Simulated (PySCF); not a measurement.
**CaH₂: from HF to coupled cluster**

Aim: at the PBE0 minimum of singlet CaH₂, found before, compare methods on energies and levels.

The runs use PySCF 2.14.0; several methods, basis Ca def2-TZVP, H def2-TZVP, no relativity, density fitting.

### Step 1. The system as given

3 atoms, charge 0, spin multiplicity 1.

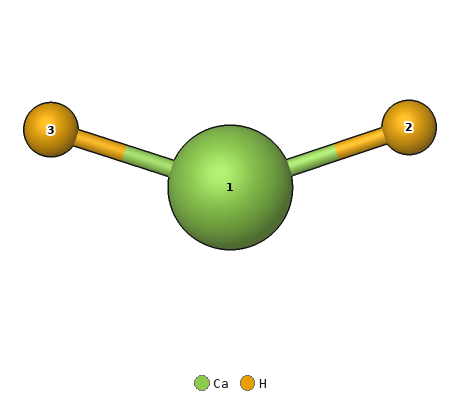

The starting geometry (calcium green, hydrogen amber); atoms are numbered from 1 in the order of the file.

Coordinates in bohr (charge 0 multiplicity 1):
```
Ca   -0.0563   -0.0044    0.0000
H     1.1382    0.0888    3.6390
H     1.1382    0.0888   -3.6390
```

### Step 2. PBE0

The steps are one call of a driver around PySCF; scf.py gives each level's set-up. Each SCF starts from the density of the minimum. The driver also runs the species with one electron less or more at the same geometry (one less: multiplicity 2, one more: multiplicity 2); their logs are not shown.

The input, scf.py:

```python
from pyscf import gto, scf, dft
mol = gto.M(atom='''
Ca    -0.029806    -0.002326    -0.000000
H      0.602299     0.046996     1.925672
H      0.602299     0.046996    -1.925672''',
    basis={'Ca': 'def2-TZVP', 'H': 'def2-TZVP'},
    charge=0, spin=0)
mf = dft.RKS(mol, xc='PBE0')
mf.grids.atom_grid = (99, 590)
aux = {'Ca': 'def2-universal-JKFIT', 'H': 'def2-universal-JKFIT'}
mf = mf.density_fit(auxbasis=aux)
mf.kernel()
```

The log of the run:

```text
init E= -678.538649612075
  HOMO = -0.212793558697189  LUMO = -0.0594691068977786  gap/eV = 4.17217
cycle= 1 E= -678.538649612076  delta_E= -9.09e-13  |g|= 1.2e-06  |ddm|= 4.86e-06
  HOMO = -0.212793246103784  LUMO = -0.0594689596335694  gap/eV = 4.17217
Extra cycle  E= -678.538649612078  delta_E= -2.05e-12  |g|= 8.15e-07  |ddm|= 1.66e-06
converged SCF energy = -678.538649612078
```

This level, with the species of one electron less or more, took 1.1 s on 4 threads, shared host.

* energy: -678.538650 Eh
* one electron less (charge +1): -678.249182 Eh (doublet, ⟨S²⟩ 0.78)
* one electron more (charge -1): -678.554808 Eh (doublet, ⟨S²⟩ 0.75)
* Mulliken charge of Ca1: +0.56 e

### Step 3. CCSD(T)

Edit scf.py of step 2 so:

```diff
@@ -8,2 +8 @@
-mf = dft.RKS(mol, xc='PBE0')
-mf.grids.atom_grid = (99, 590)
+mf = scf.RHF(mol)
@@ -12,0 +12,3 @@
+from pyscf import cc
+mycc = cc.CCSD(mf, frozen=5).run()
+mycc.ccsd_t()
```

The log of the run, cut to the lines that bear on the results:

```text
[... the frontier levels of the middle cycles are left out ...]
init E= -677.855210576363
  HOMO = -0.310297109337886  LUMO = 0.00615858093506105  gap/eV = 8.61120
cycle= 1 E= -677.862376602758  delta_E= -0.00717  |g|= 0.0294  |ddm|= 0.167
  HOMO = -0.312979148351435  LUMO = 0.00238164203519631  gap/eV = 8.58140
cycle= 2 E= -677.862846756682  delta_E= -0.00047  |g|= 0.00795  |ddm|= 0.0412
  HOMO = -0.313415013181344  LUMO = 0.00195613717640164  gap/eV = 8.58169
cycle= 3 E= -677.862912944788  delta_E= -6.62e-05  |g|= 0.00255  |ddm|= 0.014
cycle= 4 E= -677.862920739553  delta_E= -7.79e-06  |g|= 0.000635  |ddm|= 0.00578
cycle= 5 E= -677.862921289322  delta_E= -5.5e-07  |g|= 0.000113  |ddm|= 0.00229
cycle= 6 E= -677.862921303161  delta_E= -1.38e-08  |g|= 1.82e-05  |ddm|= 0.000331
cycle= 7 E= -677.862921303576  delta_E= -4.15e-10  |g|= 3.06e-06  |ddm|= 5.17e-05
  HOMO = -0.313660847914341  LUMO = 0.0018643401366667  gap/eV = 8.58588
Extra cycle  E= -677.862921303586  delta_E= -9.66e-12  |g|= 1.16e-06  |ddm|= 7.42e-06
converged SCF energy = -677.862921303586
CCSD nocc = 6, nmo = 43
Init t2, MP2 energy = -678.078588459436  E_corr(MP2) -0.215667155849975
RCCSD converged
E(RCCSD) = -678.1086316121614  E_corr = -0.2457103085755507
RCCSD(T) correction = -0.00375766311856768
```

This level, with the species of one electron less or more, took 9.1 s.

```
energy                                                              : -678.112389 Eh
one electron less (charge +1)                                       : -677.819202 Eh (doublet, ⟨S²⟩ 0.91)
one electron more (charge -1)                                       : -678.122406 Eh (doublet, ⟨S²⟩ 0.75)
MP2 correlation in its own fitting basis (same spin, opposite spin) : -0.21626 Eh (-0.05126, -0.16500)
CCSD, (T)                                                           : -0.24571, -0.00376 Eh; T1 0.014, D1 0.044
```

### Step 4. HF

Edit scf.py of step 3 so:

```diff
@@ -12,3 +11,0 @@
-from pyscf import cc
-mycc = cc.CCSD(mf, frozen=5).run()
-mycc.ccsd_t()
```

The SCF cycles repeat those of step 3.

This level, with the species of one electron less or more, took under 0.5 s.

```
energy                        : -677.862921 Eh
one electron less (charge +1) : -677.586653 Eh (doublet, ⟨S²⟩ 0.91)
one electron more (charge -1) : -677.867498 Eh (doublet, ⟨S²⟩ 0.75)
Mulliken charge of Ca1        : +0.72 e
```

### Step 5. PBE

Edit scf.py of step 4 so:

```diff
@@ -8 +8,2 @@
-mf = scf.RHF(mol)
+mf = dft.RKS(mol, xc='PBE')
+mf.grids.atom_grid = (99, 590)
```

The log of the run, cut to the lines that bear on the results:

```text
[... the frontier levels of the middle cycles are left out ...]
init E= -678.488650905978
  HOMO = -0.17039555165917  LUMO = -0.0870859991579782  gap/eV = 2.26697
cycle= 1 E= -678.489638751294  delta_E= -0.000988  |g|= 0.0201  |ddm|= 0.11
  HOMO = -0.174289184811716  LUMO = -0.0837550967205889  gap/eV = 2.46356
cycle= 2 E= -678.489622873857  delta_E= 1.59e-05  |g|= 0.0227  |ddm|= 0.0745
  HOMO = -0.172447749029896  LUMO = -0.0854930321967786  gap/eV = 2.36616
cycle= 3 E= -678.489819301166  delta_E= -0.000196  |g|= 0.00109  |ddm|= 0.0342
cycle= 4 E= -678.489819729246  delta_E= -4.28e-07  |g|= 0.000542  |ddm|= 0.00254
cycle= 5 E= -678.489819794008  delta_E= -6.48e-08  |g|= 5.24e-05  |ddm|= 0.000402
cycle= 6 E= -678.48981979539  delta_E= -1.38e-09  |g|= 7.84e-06  |ddm|= 0.000122
cycle= 7 E= -678.489819795419  delta_E= -2.89e-11  |g|= 1.81e-06  |ddm|= 1.69e-05
  HOMO = -0.17243173763893  LUMO = -0.0856395623811093  gap/eV = 2.36174
Extra cycle  E= -678.489819795415  delta_E= 3.52e-12  |g|= 1.55e-06  |ddm|= 5.75e-06
converged SCF energy = -678.489819795415
```

This level, with the species of one electron less or more, took 2 s.

```
energy                        : -678.489820 Eh
one electron less (charge +1) : -678.207729 Eh (doublet, ⟨S²⟩ 0.76)
one electron more (charge -1) : -678.506947 Eh (doublet, ⟨S²⟩ 0.75)
Mulliken charge of Ca1        : +0.51 e
```

### Step 6. r2SCAN

Edit scf.py of step 5 so:

```diff
@@ -8 +8 @@
-mf = dft.RKS(mol, xc='PBE')
+mf = dft.RKS(mol, xc='R2SCAN')
```

The log of the run:

```text
init E= -678.67940623271
  HOMO = -0.181715747137275  LUMO = -0.061130382627212  gap/eV = 3.28129
cycle= 1 E= -678.679968020114  delta_E= -0.000562  |g|= 0.0065  |ddm|= 0.0837
  HOMO = -0.177400550268044  LUMO = -0.0585200655668565  gap/eV = 3.23490
cycle= 2 E= -678.67998550973  delta_E= -1.75e-05  |g|= 0.00384  |ddm|= 0.0168
  HOMO = -0.17893428078315  LUMO = -0.0588747676166075  gap/eV = 3.26699
cycle= 3 E= -678.6799934808  delta_E= -7.97e-06  |g|= 0.000823  |ddm|= 0.00657
  HOMO = -0.178974757343367  LUMO = -0.0589413307885858  gap/eV = 3.26628
cycle= 4 E= -678.679993657077  delta_E= -1.76e-07  |g|= 0.000185  |ddm|= 0.000952
  HOMO = -0.178957382741913  LUMO = -0.0588946856267651  gap/eV = 3.26707
cycle= 5 E= -678.679993667656  delta_E= -1.06e-08  |g|= 1.75e-05  |ddm|= 0.000351
  HOMO = -0.178956712528449  LUMO = -0.0588881531137333  gap/eV = 3.26723
cycle= 6 E= -678.679993667775  delta_E= -1.19e-10  |g|= 9.94e-06  |ddm|= 5.36e-05
  HOMO = -0.178957228541982  LUMO = -0.0588893728869864  gap/eV = 3.26721
Extra cycle  E= -678.679993667785  delta_E= -9.78e-12  |g|= 8.45e-06  |ddm|= 2.3e-05
converged SCF energy = -678.679993667785
```

This level, with the species of one electron less or more, took 3.1 s on 4 threads, shared host.

* energy: -678.679994 Eh
* one electron less (charge +1): -678.397296 Eh (doublet, ⟨S²⟩ 0.77)
* one electron more (charge -1): -678.695901 Eh (doublet, ⟨S²⟩ 0.75)
* Mulliken charge of Ca1: +0.59 e

### Step 7. B3LYP

Edit scf.py of step 6 so:

```diff
@@ -8 +8 @@
-mf = dft.RKS(mol, xc='R2SCAN')
+mf = dft.RKS(mol, xc='B3LYP')
```

The log of the run:

```text
init E= -678.7475155396
  HOMO = -0.207720921542233  LUMO = -0.0704800258226803  gap/eV = 3.73451
cycle= 1 E= -678.747928083863  delta_E= -0.000413  |g|= 0.00409  |ddm|= 0.0494
  HOMO = -0.207067809993008  LUMO = -0.0713357356386788  gap/eV = 3.69346
cycle= 2 E= -678.747936167041  delta_E= -8.08e-06  |g|= 0.00281  |ddm|= 0.0119
  HOMO = -0.207628217914918  LUMO = -0.0712554481079848  gap/eV = 3.71089
cycle= 3 E= -678.747939141356  delta_E= -2.97e-06  |g|= 0.000258  |ddm|= 0.00401
  HOMO = -0.207736339828743  LUMO = -0.0713278407763305  gap/eV = 3.71186
cycle= 4 E= -678.747939175852  delta_E= -3.45e-08  |g|= 0.000109  |ddm|= 0.000593
  HOMO = -0.207715870682728  LUMO = -0.07132174058134  gap/eV = 3.71147
cycle= 5 E= -678.747939179894  delta_E= -4.04e-09  |g|= 1.53e-05  |ddm|= 0.000132
  HOMO = -0.207714527499163  LUMO = -0.0713239250937607  gap/eV = 3.71138
cycle= 6 E= -678.747939180035  delta_E= -1.41e-10  |g|= 7.31e-06  |ddm|= 3.46e-05
  HOMO = -0.207717132588591  LUMO = -0.071324299613988  gap/eV = 3.71144
Extra cycle  E= -678.747939180049  delta_E= -1.44e-11  |g|= 5.26e-06  |ddm|= 1.31e-05
converged SCF energy = -678.747939180049
```

This level, with the species of one electron less or more, took 1.9 s.

| Property | Result |
| --- | --- |
| energy | -678.747939 Eh |
| one electron less (charge +1) | -678.456288 Eh (doublet, ⟨S²⟩ 0.77) |
| one electron more (charge -1) | -678.764777 Eh (doublet, ⟨S²⟩ 0.75) |
| Mulliken charge of Ca1 | +0.57 e |

### Step 8. TPSSh

Edit scf.py of step 7 so:

```diff
@@ -8 +8 @@
-mf = dft.RKS(mol, xc='B3LYP')
+mf = dft.RKS(mol, xc='TPSSH')
```

The log of the run:

```text
init E= -678.744739197296
  HOMO = -0.197677175037266  LUMO = -0.0688079636424859  gap/eV = 3.50671
cycle= 1 E= -678.745068935336  delta_E= -0.00033  |g|= 0.00858  |ddm|= 0.0594
  HOMO = -0.191869401896422  LUMO = -0.0677788314058323  gap/eV = 3.37668
cycle= 2 E= -678.745092988467  delta_E= -2.41e-05  |g|= 0.00387  |ddm|= 0.0173
  HOMO = -0.193617148939549  LUMO = -0.0679093120483363  gap/eV = 3.42068
cycle= 3 E= -678.745101116518  delta_E= -8.13e-06  |g|= 0.00113  |ddm|= 0.00728
  HOMO = -0.193557413576927  LUMO = -0.0679898995979329  gap/eV = 3.41687
cycle= 4 E= -678.745101422708  delta_E= -3.06e-07  |g|= 0.000181  |ddm|= 0.00088
  HOMO = -0.193488734861267  LUMO = -0.0679778378664744  gap/eV = 3.41533
cycle= 5 E= -678.745101433191  delta_E= -1.05e-08  |g|= 2.21e-05  |ddm|= 0.000214
  HOMO = -0.193488095981882  LUMO = -0.0679757322146837  gap/eV = 3.41537
cycle= 6 E= -678.745101433305  delta_E= -1.14e-10  |g|= 3.92e-06  |ddm|= 3.67e-05
  HOMO = -0.193487131509189  LUMO = -0.0679759656043193  gap/eV = 3.41533
Extra cycle  E= -678.745101433308  delta_E= -2.61e-12  |g|= 2.84e-06  |ddm|= 6.37e-06
converged SCF energy = -678.745101433308
```

This level, with the species of one electron less or more, took 3.1 s.

```
energy                        : -678.745101 Eh
one electron less (charge +1) : -678.459636 Eh (doublet, ⟨S²⟩ 0.77)
one electron more (charge -1) : -678.758898 Eh (doublet, ⟨S²⟩ 0.75)
Mulliken charge of Ca1        : +0.60 e
```

### Step 9. M06-L

Edit scf.py of step 8 so:

```diff
@@ -8 +8 @@
-mf = dft.RKS(mol, xc='TPSSH')
+mf = dft.RKS(mol, xc='M06L')
```

The log of the run:

```text
init E= -678.709679676719
  HOMO = -0.18480800873075  LUMO = -0.0380741953606965  gap/eV = 3.99283
cycle= 1 E= -678.713113693647  delta_E= -0.00343  |g|= 0.0182  |ddm|= 0.207
  HOMO = -0.173562100026581  LUMO = -0.0517902038632312  gap/eV = 3.31358
cycle= 2 E= -678.713262440778  delta_E= -0.000149  |g|= 0.00946  |ddm|= 0.0698
  HOMO = -0.177376812456008  LUMO = -0.0502497324212179  gap/eV = 3.45930
cycle= 3 E= -678.713307616018  delta_E= -4.52e-05  |g|= 0.00218  |ddm|= 0.015
  HOMO = -0.177314940834327  LUMO = -0.0508031502641115  gap/eV = 3.44256
cycle= 4 E= -678.713308715644  delta_E= -1.1e-06  |g|= 0.000671  |ddm|= 0.00236
  HOMO = -0.177226272575197  LUMO = -0.0510106378968005  gap/eV = 3.43450
cycle= 5 E= -678.713308832187  delta_E= -1.17e-07  |g|= 2.78e-05  |ddm|= 0.0015
  HOMO = -0.177235132727108  LUMO = -0.050996951953616  gap/eV = 3.43512
cycle= 6 E= -678.713308832609  delta_E= -4.22e-10  |g|= 5.74e-06  |ddm|= 6.28e-05
  HOMO = -0.177234819857869  LUMO = -0.0509938451921608  gap/eV = 3.43519
Extra cycle  E= -678.713308832616  delta_E= -6.59e-12  |g|= 4.1e-06  |ddm|= 1.36e-05
converged SCF energy = -678.713308832616
```

This level, with the species of one electron less or more, took 5.8 s.

```
energy                        : -678.713309 Eh
one electron less (charge +1) : -678.429301 Eh (doublet, ⟨S²⟩ 0.76)
one electron more (charge -1) : -678.716287 Eh (doublet, ⟨S²⟩ 0.75)
Mulliken charge of Ca1        : +0.71 e
```

### Step 10. PBEsol

Edit scf.py of step 9 so:

```diff
@@ -8 +8 @@
-mf = dft.RKS(mol, xc='M06L')
+mf = dft.RKS(mol, xc='PBEsol')
```

The log of the run, cut to the lines that bear on the results:

```text
[... the frontier levels of the middle cycles are left out ...]
init E= -677.621987242105
  HOMO = -0.165314353830803  LUMO = -0.081759446970286  gap/eV = 2.27364
cycle= 1 E= -677.623101734445  delta_E= -0.00111  |g|= 0.0291  |ddm|= 0.139
  HOMO = -0.174636205475603  LUMO = -0.07830024311277  gap/eV = 2.62144
cycle= 2 E= -677.623112945483  delta_E= -1.12e-05  |g|= 0.0322  |ddm|= 0.116
  HOMO = -0.170627085149452  LUMO = -0.0801790986429256  gap/eV = 2.46122
cycle= 3 E= -677.623571154538  delta_E= -0.000458  |g|= 0.00255  |ddm|= 0.052
cycle= 4 E= -677.623573425024  delta_E= -2.27e-06  |g|= 0.000638  |ddm|= 0.00445
cycle= 5 E= -677.623573526391  delta_E= -1.01e-07  |g|= 0.000102  |ddm|= 0.000503
cycle= 6 E= -677.623573528859  delta_E= -2.47e-09  |g|= 1.73e-05  |ddm|= 0.00012
cycle= 7 E= -677.623573528993  delta_E= -1.35e-10  |g|= 9.98e-07  |ddm|= 3.83e-05
  HOMO = -0.170182967732412  LUMO = -0.0801284389150814  gap/eV = 2.45051
Extra cycle  E= -677.623573528996  delta_E= -2.73e-12  |g|= 8.57e-07  |ddm|= 2.75e-06
converged SCF energy = -677.623573528996
```

This level, with the species of one electron less or more, took 2.1 s on 4 threads, shared host.

```
energy                        : -677.623574 Eh
one electron less (charge +1) : -677.343904 Eh (doublet, ⟨S²⟩ 0.76)
one electron more (charge -1) : -677.639027 Eh (doublet, ⟨S²⟩ 0.75)
Mulliken charge of Ca1        : +0.48 e
```

### Step 11. All levels side by side

| level | atomisation energy (kJ/mol) | vertical ionisation energy (eV) | vertical electron affinity (eV) | −ε(HOMO) (eV) | gap (eV) | dipole (D) | wall time |
| --- | --- | --- | --- | --- | --- | --- | --- |
| PBE0 | 422 | 7.88 | 0.44 | 5.79 | 4.17 | 4.00 | 1.1 s |
| CCSD(T) | 369 | 7.98 | 0.27 | – | – | – | 9.1 s |
| HF | 309 | 7.52 | 0.12 | 8.54 | 8.59 | 4.32 | under 0.5 s |
| PBE | 425 | 7.68 | 0.47 | 4.69 | 2.36 | 3.84 | 2 s |
| r2SCAN | 458 | 7.69 | 0.43 | 4.87 | 3.27 | 4.07 | 3.1 s |
| B3LYP | 439 | 7.94 | 0.46 | 5.65 | 3.71 | 3.96 | 1.9 s |
| TPSSh | 476 | 7.77 | 0.38 | 5.27 | 3.42 | 4.04 | 3.1 s |
| M06-L | 460 | 7.73 | 0.08 | 4.82 | 3.44 | 4.26 | 5.8 s |
| PBEsol | 439 | 7.61 | 0.42 | 4.63 | 2.45 | 3.84 | 2.1 s |

Times are for 4 threads, shared host; PBE0 starts from its own converged density, so its time is not comparable. A dash stands where a species or a free atom was not run at that level, or the quantity is not defined.

Atomisation goes to high-spin atoms in their ground configurations, run at the same level, without zero-point energy.

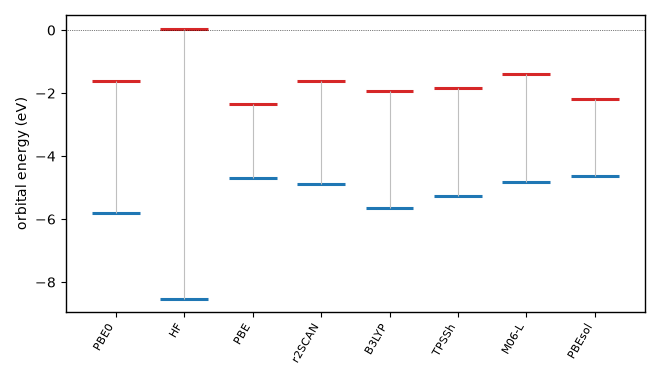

Highest occupied (blue) and lowest empty (red) levels by method.

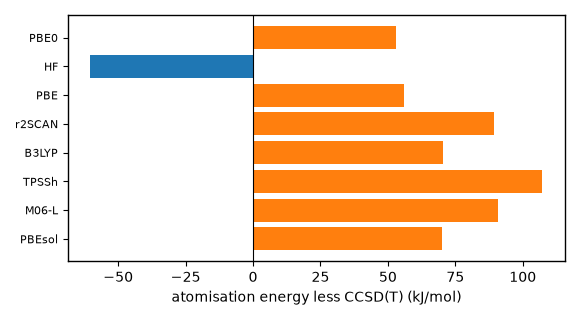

Deviation of the atomisation energy from CCSD(T).

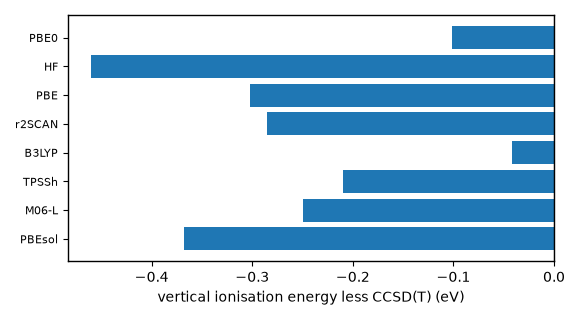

Deviation of the vertical ionisation energy from CCSD(T).

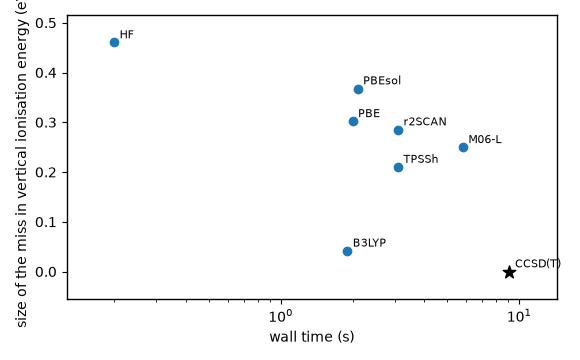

Cost against accuracy: time of each level and its distance from CCSD(T) in the vertical ionisation energy.

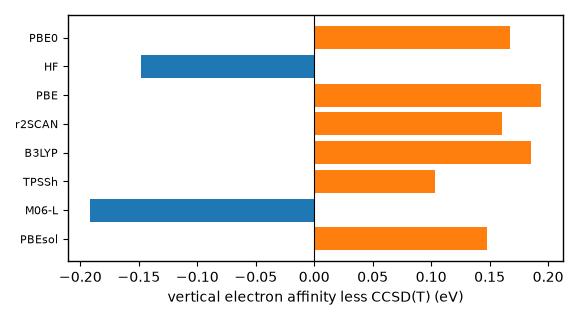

Deviation of the vertical electron affinity from CCSD(T).

### Step 12. Results

| quantity | value |
| --- | --- |
| atomisation energy, CCSD(T) in this basis | 369 kJ/mol |
| vertical ionisation energy, CCSD(T) | 7.98 eV |
| vertical electron affinity, CCSD(T) | 0.27 eV |
| orbital gap, range | 2.36 (PBE) to 8.59 (HF) eV |
| T1, D1 | 0.014, 0.044 |
| T1, D1 of the cation | 0.029, 0.098 |
| T1, D1 of the anion | 0.016, 0.059 |

In words: In atomisation energy the functionals lie from +53 kJ/mol (PBE0) to +107 kJ/mol (TPSSh) against CCSD(T). In a basis of this size CCSD(T) binds too weakly, often by tens of kJ/mol, while functionals are nearer their limits, so this ranks no functional. For the vertical ionisation energy, B3LYP comes nearest to CCSD(T) (-0.04 eV) and HF is farthest (-0.46 eV). B3LYP costs 1.9 s against 9.1 s for CCSD(T), a factor of about 5, and lands within 0.04 eV. For the vertical electron affinity, TPSSh comes nearest to CCSD(T) (+0.10 eV) and PBE is farthest (+0.19 eV). PBE's −ε(HOMO), 4.7 eV, falls 3.3 eV short of the ionisation energy, while its energy difference gives 7.7 eV. Without diffuse functions electron affinities tend to come out too low.
